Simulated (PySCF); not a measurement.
# NH3O: geometry, NMR shifts, spin-spin couplings, electronic excitations and core binding energies

Wanted: the NMR shifts, spin-spin couplings, electronic excitations and core binding energies of NH3O (`[NH3+][O-]`), by calculation.

Programs: PySCF 2.14.0, with density-fitted response routines of our own. Each step states its level of theory. These are calculated values for one molecule in the gas phase, unless marked as measured. Atoms are numbered from 0 throughout.

## 1. The molecule as given

5 atoms, charge 0, multiplicity 1; geometry from: MMFF94s.

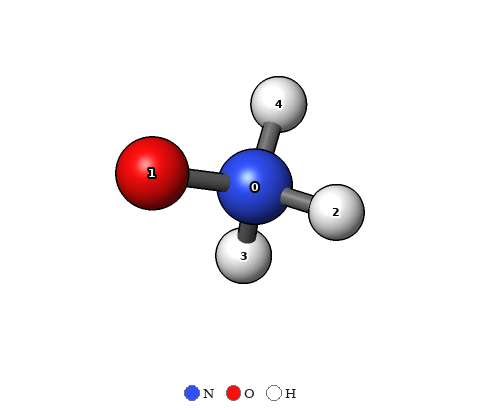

The starting geometry (nitrogen blue, oxygen red, hydrogen white), atoms numbered; sticks join atoms by distance.

## 2. Relaxing the molecule at PBE0-D3(BJ)/def2-SVP

Job settings and geometry (Å):

```
{"job": {"xc": "PBE0", "basis": "def2-SVP", "d3": "d3bj", "grid": 1, "kind": "geom"}, "charge": 0, "multiplicity": 1}
N     -0.020829     0.002844     0.002059
O      1.305604    -0.178246    -0.129086
H     -0.362932    -0.136369     0.972112
H     -0.336071     0.955405    -0.263773
H     -0.585773    -0.643633    -0.581313
```

Output:

```text
step   0  E = -131.42241845  max force = 0.027848
step   1  E = -131.40834671  max force = 0.067910
step   2  E = -131.41949697  max force = 0.031847
step   3  E = -131.42303679  max force = 0.013650
step   4  E = -131.42343654  max force = 0.002599
step   5  E = -131.42344647  max force = 0.001138
step   6  E = -131.42344946  max force = 0.000324
optimisation converged
```

Run time: 3 s. Hardware: 1 thread, shared host.

Step by step: (the energy doesn't fall at every step)

| step | energy from step 0 (eV) | largest force component (eV/Å) |
| --- | --- | --- |
| 0 | 0.0000 | 1.4320 |
| 1 | 0.3829 | 3.4921 |
| 2 | 0.0795 | 1.6376 |
| 3 | -0.0168 | 0.7019 |
| 4 | -0.0277 | 0.1336 |
| 5 | -0.0280 | 0.0585 |
| 6 | -0.0281 | 0.0167 |

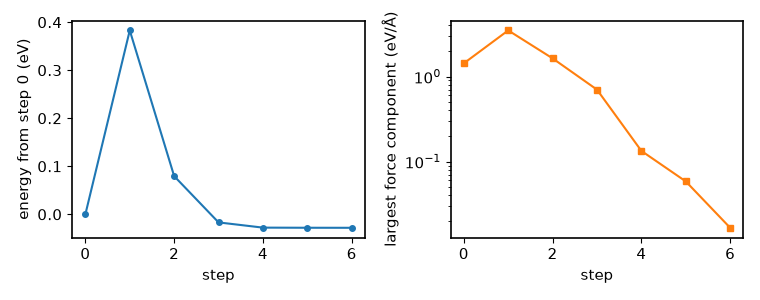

Energy and largest force along the relaxation.

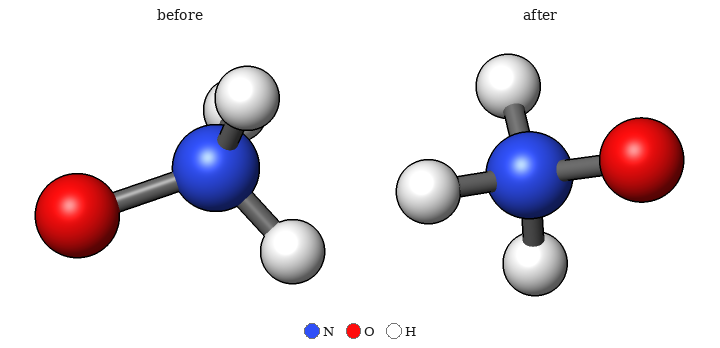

The geometry before (left) and after (right).

Close pairs (by a distance rule), those that changed most:

| bond | before (Å) | after (Å) | change (Å) |
| --- | --- | --- | --- |
| N0–O1 | 1.345 | 1.308 | -0.037 |
| N0–H3 | 1.038 | 1.050 | +0.012 |
| N0–H4 | 1.038 | 1.050 | +0.012 |
| N0–H2 | 1.038 | 1.050 | +0.012 |

The final coordinates are the input of the step that follows.

| at the end point | value |
| --- | --- |
| point group (found at 0.08 Å tolerance) | C3v |
| rotational constants (GHz, main isotopes) | 186.3, 28.441, 28.440 |
| dipole moment (D) | 5.06 |

## 3. Nuclear shieldings: PBE0/pcSseg-1

Job settings and geometry (Å):

```
{"job": {"kind": "nmr", "xc": "PBE0", "basis": "pcSseg-1"}, "charge": 0, "multiplicity": 1}
N     -0.007420     0.003951    -0.005301
O     -0.967048     0.532182    -0.720629
H      0.968075     0.246474    -0.307976
H     -0.005924     0.262700     1.012128
H      0.012326    -1.045324     0.021787
```

Level: GIAO PBE0/pcSseg-1 NMR shielding, non-relativistic, gas phase.

Output:

```text
coarse grid: 4008 points
cycle   1  E = -131.3383745846  dE =  3.396e-01  |g| = 8.881e-01  |ddm| = 1.775e+00
cycle   2  E = -130.4722368112  dE =  8.661e-01  |g| = 2.183e+00  |ddm| = 3.824e+00
cycle   3  E = -131.4943218370  dE = -1.022e+00  |g| = 7.075e-02  |ddm| = 3.357e+00
cycle   4  E = -131.4952458849  dE = -9.240e-04  |g| = 4.484e-02  |ddm| = 9.180e-02
cycle   5  E = -131.4955940651  dE = -3.482e-04  |g| = 1.599e-02  |ddm| = 3.854e-02
cycle   6  E = -131.4956431929  dE = -4.913e-05  |g| = 1.562e-03  |ddm| = 8.571e-03
cycle   7  E = -131.4956438149  dE = -6.220e-07  |g| = 2.260e-04  |ddm| = 2.482e-03
final grid: 38320 points
cycle   8  E = -131.5131730843  dE = -9.558e-06  |g| = 7.847e-03  |ddm| = 9.755e-03
cycle   9  E = -131.5131593487  dE =  1.374e-05  |g| = 1.185e-02  |ddm| = 9.217e-03
cycle  10  E = -131.5131837766  dE = -2.443e-05  |g| = 5.995e-04  |ddm| = 6.205e-03
cycle  11  E = -131.5131838460  dE = -6.936e-08  |g| = 1.464e-04  |ddm| = 6.067e-04
cycle  12  E = -131.5131838498  dE = -3.819e-09  |g| = 2.432e-05  |ddm| = 1.113e-04
cycle  13  E = -131.5131838499  dE = -1.075e-10  |g| = 2.613e-06  |ddm| = 1.642e-05
converged SCF energy = -131.5131838499

GIAO shielding tensors (ppm)
atom      isotropic    diamagn.    paramagn.     s11        s22        s33       span
  0 N      132.675     302.835    -170.160     92.057     92.119    213.850    121.793
  1 O      192.862     392.879    -200.016    168.112    168.183    242.292     74.180
  2 H       24.224      26.118      -1.895     18.533     21.455     32.683     14.150
  3 H       24.229      26.115      -1.886     18.546     21.454     32.686     14.140
  4 H       24.229      26.116      -1.887     18.548     21.455     32.685     14.137
```

It took 1.6 s on 1 thread, shared host.

The references, computed at this level on geometries of the same kind, shield at (ppm): 1H TMS 31.27, 15N NH3 265.7, 17O H2O 334.6. Their shielding less the atom's gives the shift. The references are single molecules in the gas phase, so shifts against H2O, NH3, PH3, H3PO4 or CFCl3 are not on the usual liquid scales and can be off by tens of ppm. Atoms listed in one row are averaged.

| atoms | environment | σ (ppm) | δ (ppm) |
| --- | --- | --- | --- |
| H2, H3, H4 | hydrogen on an ammonium nitrogen | 24.23 | 7.04 |
| N0 | ammonium nitrogen | 132.7 | 133.0 |
| O1 | oxygen bonded to N | 192.9 | 141.7 |

Charges from the same density, by scheme (e):

| atoms | Mulliken | IAO | Hirshfeld | ESP fit |
| --- | --- | --- | --- | --- |
| N0 | 0.10 | -0.05 | 0.02 | 0.23 |
| O1 | -0.66 | -0.69 | -0.45 | -0.68 |

ESP fit charges:

| atom | value (e) |
| --- | --- |
| N0 | 0.23 |
| O1 | -0.68 |
| H2 | 0.15 |
| H3 | 0.15 |
| H4 | 0.15 |

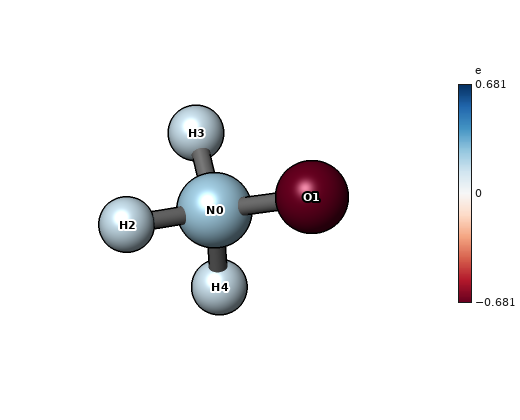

ESP fit charges, as colours on the atoms.

Mayer bond orders: N0–O1 1.16.

## 4. J couplings: B3LYP/pcJ-1

Job settings and geometry (Å):

```
{"job": {"kind": "j", "xc": "B3LYP", "basis": "pcJ-1"}, "charge": 0, "multiplicity": 1}
N     -0.007420     0.003951    -0.005301
O     -0.967048     0.532182    -0.720629
H      0.968075     0.246474    -0.307976
H     -0.005924     0.262700     1.012128
H      0.012326    -1.045324     0.021787
```

Level: B3LYP/pcJ-1 indirect spin-spin coupling, non-relativistic, gas phase.

Output:

```text
coarse grid: 4008 points
cycle   1  E = -131.4860487583  dE =  3.411e-01  |g| = 9.356e-01  |ddm| = 1.576e+00
cycle   2  E = -128.5090089212  dE =  2.977e+00  |g| = 3.051e+00  |ddm| = 6.373e+00
cycle   3  E = -131.6401574783  dE = -3.131e+00  |g| = 2.607e-01  |ddm| = 6.251e+00
cycle   4  E = -131.6532563521  dE = -1.310e-02  |g| = 1.388e-01  |ddm| = 2.826e-01
cycle   5  E = -131.6559283696  dE = -2.672e-03  |g| = 6.063e-02  |ddm| = 8.382e-02
cycle   6  E = -131.6566485273  dE = -7.202e-04  |g| = 4.165e-03  |ddm| = 4.713e-02
cycle   7  E = -131.6566515259  dE = -2.999e-06  |g| = 6.843e-04  |ddm| = 2.865e-03
final grid: 38320 points
cycle   8  E = -131.6776074542  dE = -5.397e-05  |g| = 4.968e-03  |ddm| = 1.013e-02
cycle   9  E = -131.6776031874  dE =  4.267e-06  |g| = 6.924e-03  |ddm| = 6.329e-03
cycle  10  E = -131.6776120752  dE = -8.888e-06  |g| = 4.344e-04  |ddm| = 3.287e-03
cycle  11  E = -131.6776120673  dE =  7.940e-09  |g| = 5.100e-04  |ddm| = 7.859e-04
cycle  12  E = -131.6776121124  dE = -4.516e-08  |g| = 3.291e-05  |ddm| = 3.938e-04
cycle  13  E = -131.6776121126  dE = -1.554e-10  |g| = 3.074e-06  |ddm| = 1.995e-05
converged SCF energy = -131.6776121126

Indirect spin-spin couplings (Hz)
  i      j    bonds     total        FC       PSO       DSO        SD
  0 N    1 O    1    -39.782   -37.432    -2.161     0.032    -0.221
  0 N    2 H    1    -74.919   -73.324    -1.416    -0.275     0.096
  0 N    3 H    1    -74.954   -73.358    -1.415    -0.275     0.095
  0 N    4 H    1    -74.938   -73.342    -1.416    -0.275     0.095
  1 O    2 H    2     -8.192    -6.547    -2.463     0.455     0.363
  1 O    3 H    2     -8.185    -6.536    -2.467     0.455     0.363
  1 O    4 H    2     -8.187    -6.537    -2.467     0.455     0.362
  2 H    3 H    2     -9.885   -10.616     3.487    -3.564     0.809
  2 H    4 H    2     -9.913   -10.645     3.484    -3.561     0.809
  3 H    4 H    2     -9.844   -10.576     3.488    -3.565     0.808
```

It took 2.2 s on 1 thread, shared host.

Couplings of 1 Hz or more, nine at most for each number of bonds, with means over like pairs (isotopes 1H, 15N, 17O):

| pair | bonds | J (Hz) | Fermi contact (Hz) |
| --- | --- | --- | --- |
| N0–H2 | 1 | -74.9 | -73.3 |
| N0–O1 | 1 | -39.8 | -37.4 |
| H2–H3 | 2 | -9.9 | -10.6 |
| O1–H2 | 2 | -8.2 | -6.5 |

Quadrupole couplings from the field gradients of the same density:

| atom | isotope | eQq/h (MHz) | η |
| --- | --- | --- | --- |
| O1 | 17O | -20.6 | 0.00 |
| N0 | 14N | 0.692 | 0.00 |

Joined with the shifts from before (PBE0/pcSseg-1, unscaled), the couplings predict the line list below for 600 MHz.

1H NMR δ 7.04 (br s, 3H).

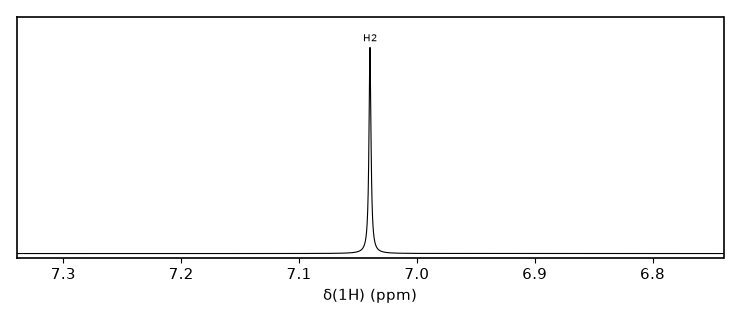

Simulated proton spectrum at 600 MHz, by exact diagonalisation of each spin system; lines 1.2 Hz wide, exchangeable protons uncoupled.

## 5. Excited states and response: CAM-B3LYP/def2-SVPD

Job settings and geometry (Å):

```
{"job": {"kind": "uv", "xc": "CAM-B3LYP", "basis": "def2-SVPD", "ip": true}, "charge": 0, "multiplicity": 1}
N     -0.007420     0.003951    -0.005301
O     -0.967048     0.532182    -0.720629
H      0.968075     0.246474    -0.307976
H     -0.005924     0.262700     1.012128
H      0.012326    -1.045324     0.021787
```

Method: TDDFT CAM-B3LYP/def2-SVPD, vertical, gas phase, core orbitals frozen in the response.

Output:

```text
coarse grid: 4008 points
cycle   1  E = -131.3540238966  dE =  3.095e-01  |g| = 8.845e-01  |ddm| = 2.251e+00
cycle   2  E = -131.0519290467  dE =  3.021e-01  |g| = 1.534e+00  |ddm| = 2.093e+00
cycle   3  E = -131.5207678108  dE = -4.688e-01  |g| = 6.313e-02  |ddm| = 1.253e+00
cycle   4  E = -131.5212409536  dE = -4.731e-04  |g| = 4.723e-02  |ddm| = 1.084e-01
cycle   5  E = -131.5216892941  dE = -4.483e-04  |g| = 5.926e-03  |ddm| = 3.969e-02
cycle   6  E = -131.5216992601  dE = -9.966e-06  |g| = 8.875e-04  |ddm| = 9.913e-03
final grid: 38320 points
cycle   7  E = -131.5427421616  dE = -1.357e-05  |g| = 2.297e-03  |ddm| = 2.191e-02
cycle   8  E = -131.5427421718  dE = -1.019e-08  |g| = 2.553e-03  |ddm| = 4.367e-03
cycle   9  E = -131.5427433902  dE = -1.218e-06  |g| = 2.210e-04  |ddm| = 1.718e-03
cycle  10  E = -131.5427433966  dE = -6.387e-09  |g| = 2.109e-04  |ddm| = 5.465e-04
cycle  11  E = -131.5427434060  dE = -9.414e-09  |g| = 2.150e-05  |ddm| = 1.538e-04
cycle  12  E = -131.5427434062  dE = -1.954e-10  |g| = 3.862e-06  |ddm| = 4.087e-05
converged SCF energy = -131.5427434062

Static polarisability (au): isotropic 20.217, principal 17.509 17.511 25.630

Singlet excitations
state   eV       nm        f      main configurations
  1   4.9466    250.6   0.00826   H->L 0.98
  2   4.9473    250.6   0.00827   H-1->L 0.98
  3   6.6363    186.8   0.00007   H->L+1 0.56, H-1->L+2 0.39
  4   6.6406    186.7   0.00903   H->L+2 0.41, H-1->L+1 0.39, H-1->L+2 0.10
  5   6.6409    186.7   0.00907   H-1->L+2 0.47, H->L+1 0.33, H-1->L+1 0.10
  6   6.8201    181.8   0.14563   H-1->L+1 0.48, H->L+2 0.48
  7   7.1016    174.6   0.02826   H->L+3 0.96
  8   7.1021    174.6   0.02818   H-1->L+3 0.96
  9   8.7045    142.4   0.00000   H-1->L+4 0.48, H->L+5 0.47
 10   8.8711    139.8   0.00233   H->L+4 0.43, H-1->L+5 0.42

Triplet excitations (Tamm-Dancoff, eV): 4.7475 4.7481 6.3600 6.4961
Vertical ionisation energy (delta-SCF) = 9.3204 eV
```

Run time: 3.7 s. Hardware: 1 thread, shared host.

Frontier orbitals and where they lie:

| orbital | eV | atoms |
| --- | --- | --- |
| HOMO−3 | -17.42 | N0 55 %, H2 17 %, H4 14 % |
| HOMO−2 | -13.66 | O1 69 %, N0 27 % |
| HOMO−1 | -7.89 | O1 78 %, N0 15 %, H3 4 % |
| HOMO | -7.89 | O1 78 %, N0 15 %, H2 5 % |
| LUMO | 0.46 | N0 21 %, H4 21 %, H3 21 % |
| LUMO+1 | 2.32 | H3 34 %, H4 21 %, O1 21 % |
| LUMO+2 | 2.32 | H2 34 %, H4 22 %, O1 21 % |

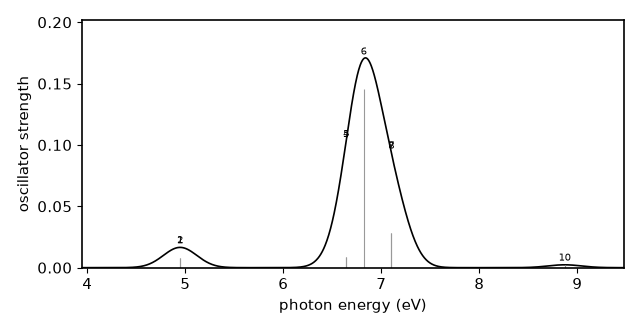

Absorption spectrum from the 10 singlet states computed; above the last one it falls off for lack of states. Lines are broadened to a width of 0.40 eV (Gaussian).

Further results of this job:

| property | computed |
| --- | --- |
| dipole moment (D) | 5.35 |
| polarisability (Å³) | 3.00 |
| HOMO–LUMO gap (eV) | 8.35 |
| −ε(HOMO) (eV) | 7.89 |

## 6. Shielding tensors: KT2/pcSseg-2

Job settings and geometry (Å):

```
{"job": {"kind": "nmr", "xc": "KT2", "basis": "pcSseg-2", "pop": false}, "charge": 0, "multiplicity": 1}
N     -0.007420     0.003951    -0.005301
O     -0.967048     0.532182    -0.720629
H      0.968075     0.246474    -0.307976
H     -0.005924     0.262700     1.012128
H      0.012326    -1.045324     0.021787
```

Level: GIAO KT2/pcSseg-2 NMR shielding, non-relativistic, gas phase.

Output:

```text
coarse grid: 4008 points
cycle   1  E = -133.4566896223  dE =  3.665e-01  |g| = 9.804e-01  |ddm| = 1.336e+00
cycle   2  E = -129.1734120161  dE =  4.283e+00  |g| = 3.140e+00  |ddm| = 1.061e+01
cycle   3  E = -133.6228132238  dE = -4.449e+00  |g| = 3.469e-01  |ddm| = 1.056e+01
cycle   4  E = -133.6491110117  dE = -2.630e-02  |g| = 1.559e-01  |ddm| = 2.818e-01
cycle   5  E = -133.6528856974  dE = -3.775e-03  |g| = 6.294e-02  |ddm| = 1.213e-01
cycle   6  E = -133.6536139141  dE = -7.282e-04  |g| = 1.916e-02  |ddm| = 5.265e-02
cycle   7  E = -133.6536892010  dE = -7.529e-05  |g| = 3.347e-03  |ddm| = 1.422e-02
cycle   8  E = -133.6536920030  dE = -2.802e-06  |g| = 5.361e-04  |ddm| = 4.021e-03
final grid: 38320 points
cycle   9  E = -133.6581392857  dE = -1.961e-04  |g| = 4.471e-03  |ddm| = 5.085e-02
cycle  10  E = -133.6581336352  dE =  5.650e-06  |g| = 6.611e-03  |ddm| = 6.886e-03
cycle  11  E = -133.6581414314  dE = -7.796e-06  |g| = 1.755e-03  |ddm| = 6.759e-03
cycle  12  E = -133.6581419869  dE = -5.555e-07  |g| = 7.087e-04  |ddm| = 2.016e-03
cycle  13  E = -133.6581420769  dE = -9.003e-08  |g| = 1.382e-04  |ddm| = 3.434e-04
cycle  14  E = -133.6581420811  dE = -4.216e-09  |g| = 1.082e-05  |ddm| = 1.208e-04
cycle  15  E = -133.6581420812  dE = -2.541e-11  |g| = 1.147e-06  |ddm| = 1.209e-05
converged SCF energy = -133.6581420812

GIAO shielding tensors (ppm)
atom      isotropic    diamagn.    paramagn.     s11        s22        s33       span
  0 N      129.451     298.209    -168.758     86.035     86.093    216.226    130.190
  1 O      198.467     389.283    -190.815    181.498    181.579    232.326     50.829
  2 H       22.980      26.034      -3.054     16.971     20.500     31.469     14.498
  3 H       22.986      26.029      -3.043     16.985     20.500     31.472     14.487
  4 H       22.987      26.030      -3.043     16.987     20.501     31.472     14.485
```

Wall time 4.2 s (1 thread, shared host).

Key values: δ N0 130.7, O1 125.9, H2 8.19 ppm (means over like atoms).

## 7. Core holes by ΔSCF: SCAN, X2C

Job settings and geometry (Å):

```
{"job": {"kind": "xps"}, "charge": 0, "multiplicity": 1}
N     -0.007420     0.003951    -0.005301
O     -0.967048     0.532182    -0.720629
H      0.968075     0.246474    -0.307976
H     -0.005924     0.262700     1.012128
H      0.012326    -1.045324     0.021787
```

Method: delta-SCF UKS SCAN, pcX-2 on the ionised atom, pcseg-1 elsewhere, spin-free X2C.

Output:

```text
ground state, core basis on atom 0 (N), 74 functions
  cycle   1  E = -131.55515519  |g| = 8.36e-01
  cycle   2  E = -128.29005714  |g| = 3.10e+00
  cycle   3  E = -131.69294530  |g| = 1.95e-01
  cycle   4  E = -131.70082578  |g| = 8.61e-02
  cycle   5  E = -131.70184906  |g| = 4.14e-02
  cycle   6  E = -131.70218890  |g| = 6.29e-03
  cycle   7  E = -131.70219656  |g| = 9.08e-04
  cycle   8  E = -131.70219704  |g| = 1.65e-04
  E(ground) = -131.70582770 Eh
hole in N 1s of atom 0
  cycle   1  E = -115.97255929  |g| = 1.85e+00
  cycle   2  E = -115.27901896  |g| = 2.16e+00
  cycle   3  E = -116.55756102  |g| = 4.81e-01
  cycle   4  E = -116.58330963  |g| = 3.44e-01
  cycle   5  E = -116.63351490  |g| = 6.21e-02
  cycle   6  E = -116.63520339  |g| = 8.45e-03
  cycle   7  E = -116.63524121  |g| = 2.63e-03
  cycle   8  E = -116.63524826  |g| = 1.07e-03
  cycle   9  E = -116.63524988  |g| = 2.16e-04
  E(ion) = -116.63669313 Eh   <S^2> = 0.7705   hole on atom = 1.000   binding energy = 410.052 eV
ground state, core basis on atom 1 (O), 74 functions
  cycle   1  E = -131.72040583  |g| = 9.42e-02
  cycle   2  E = -131.72035504  |g| = 2.88e-02
  cycle   3  E = -131.72027906  |g| = 3.43e-02
  cycle   4  E = -131.72053196  |g| = 7.20e-04
  cycle   5  E = -131.72053336  |g| = 7.66e-04
  cycle   6  E = -131.72053315  |g| = 5.23e-05
  E(ground) = -131.72458897 Eh
hole in O 1s of atom 1
  cycle   1  E = -111.20304988  |g| = 2.21e+00
  cycle   2  E = -110.80197514  |g| = 2.18e+00
  cycle   3  E = -111.94475770  |g| = 4.50e-01
  cycle   4  E = -111.98469365  |g| = 2.15e-01
  cycle   5  E = -112.00246783  |g| = 3.66e-02
  cycle   6  E = -112.00302277  |g| = 7.64e-03
  cycle   7  E = -112.00305250  |g| = 2.17e-03
  cycle   8  E = -112.00305710  |g| = 6.45e-04
  cycle   9  E = -112.00305783  |g| = 1.03e-04
  E(ion) = -112.00811946 Eh   <S^2> = 0.7640   hole on atom = 1.000   binding energy = 536.512 eV
```

Wall time 2.8 s (1 thread, shared host).

The holes in one table. −ε is the ground-state orbital energy:

| hole | stands for | environment | ΔSCF (eV) | −ε (eV) | ⟨S²⟩ |
| --- | --- | --- | --- | --- | --- |
| N1s on N0 | N0 | ammonium nitrogen | 410.05 | 389.9 | 0.770 |
| O1s on O1 | O1 | oxygen bonded to N | 536.51 | 514.3 | 0.764 |

## 8. Side by side: NMR shifts

Shifts (ppm), means over like atoms, with basis size and wall time:

| run | H2 | N0 | O1 | functions | time |
| --- | --- | --- | --- | --- | --- |
| PBE0/pcSseg-1 | 7.04 | 133.0 | 141.7 | 49 | 1.6 s |
| KT2/pcSseg-2 | 8.19 | 130.7 | 125.9 | 114 | 4.2 s |

## 9. Summary of results

| quantity | value |
| --- | --- |
| point group | C3v |
| rotational constants (main isotopes) | 186.31, 28.44, 28.44 GHz |
| 1H shifts against TMS (PBE0/pcSseg-1, means over atoms taken as alike) | 7.04 ppm |
| 15N shifts against NH3 (PBE0/pcSseg-1) | 133.0 ppm |
| 17O shifts against H2O (PBE0/pcSseg-1) | 141.7 ppm |
| largest coupling of the table (B3LYP/pcJ-1) | 1J(N,H) N0–H2, -74.9 Hz |
| lowest singlet (CAM-B3LYP/def2-SVPD) | 4.95 eV (251 nm), f = 0.008 |
| brightest single state of those computed | state 6, 6.82 eV, f = 0.146 |
| lowest triplet | 4.75 eV |
| vertical ionisation energy (ΔSCF) | 9.32 eV |
| N1s binding energies, SCAN/pcX-2 | N0 410.05 eV |
| O1s binding energies, SCAN/pcX-2 | O1 536.51 eV |
| range of the shift of O1 | 125.9 to 141.7 ppm |

The optimisation took 6 steps and gained 0.028 eV; among the close pairs (by a distance rule), N0–O1 changed most, from 1.345 to 1.308 Å. No frequency check was run at this level, so the end point may be a saddle. At PBE0/pcSseg-1: Shielding is most anisotropic at N0 (span 122 ppm, paramagnetic term -170 ppm). Of the pairs tabulated at B3LYP/pcJ-1, N0–H2 (mean over like pairs) couples most strongly (-74.9 Hz; Fermi contact -73.3 Hz). The first singlet state (HOMO→LUMO 0.98) lies at 4.95 eV and is weak; of the 10 states computed, the strongest absorption comes from state 6 at 6.82 eV. The lowest triplet lies 0.20 eV below the lowest singlet (triplets in Tamm-Dancoff, singlets in full TDDFT). At CAM-B3LYP/def2-SVPD, the highest states lie near or above the ionisation energy, where they hang on the basis. The orbital energy would give 7.89 eV for ionisation, ΔSCF gives 9.32 eV. In ppm, O1 moves most: its shift spreads over 15.8 ppm, from 125.9 (KT2/pcSseg-2) to 141.7 (PBE0/pcSseg-1). Part of that comes from the computed reference.
